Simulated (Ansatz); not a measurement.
## ZnCu2SnS4 (kesterite type, space group I-4), energy against volume

ZnCu₂SnS₄ (kesterite type, space group I-4)

```
ZnCu2SnS4
1.0
   -2.70724     2.70724     5.41134
    2.70724    -2.70724     5.41134
    2.70724     2.70724    -5.41134
Cu Zn Sn S
2 1 1 4
Direct
  0.00000   0.00000   0.00000
  0.75000   0.25000   0.50000
  0.25000   0.75000   0.50000
  0.50000   0.50000   0.00000
  0.63529   0.62867   0.52217
  0.10651   0.11312   0.47783
  0.37133   0.89349   0.00661
  0.88688   0.36471   0.99339
```

Equation-of-state scan: isotropic scaling of the cell above, V₀ being its volume. The atoms relax within the cell's symmetry.

Computed with r2SCAN (plane waves to 500 eV, PAW, scalar-relativistic; Ansatz, an electronic-structure program). k mesh 9×9×9 (Γ-centred), Fermi-Dirac smearing 0.05 eV. The energy includes the smearing's −TS. With the shape held, the modulus is that of even scaling; a crystal free to change shape is softer. The PAW data are Ansatz's earlier set. ZnCu2SnS4 is run without spin polarisation. ZnCu2SnS4 was relaxed with its symmetry unable to fall. The zero of ΔE is the relaxed starting cell.

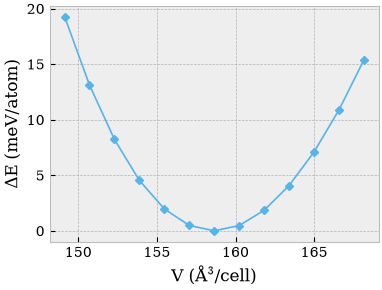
Figure. ΔE (meV/atom) against V (Å³/cell); computed points joined by lines.

The energy cost of the largest compression is 19.3 meV/atom, the equilibrium volume of the fit is 19.83 Å³/atom and the pressure for 5 % compression (fit) is 4.5 GPa. The pressure at the smallest volume is 5.51 GPa and the bulk modulus at fixed cell shape B₀ (third-order Birch-Murnaghan fit) is 77.0 GPa.

P = (3B₀/2)(x⁷ − x⁵)[1 + ¾(B₀′ − 4)(x² − 1)] with x = (1/0.95)^(1/3), B₀ = 77.0 GPa and B₀′ = 4.75.

(A scan under strain: stresses follow from slopes of the energy per volume, elastic moduli from its curvatures.)
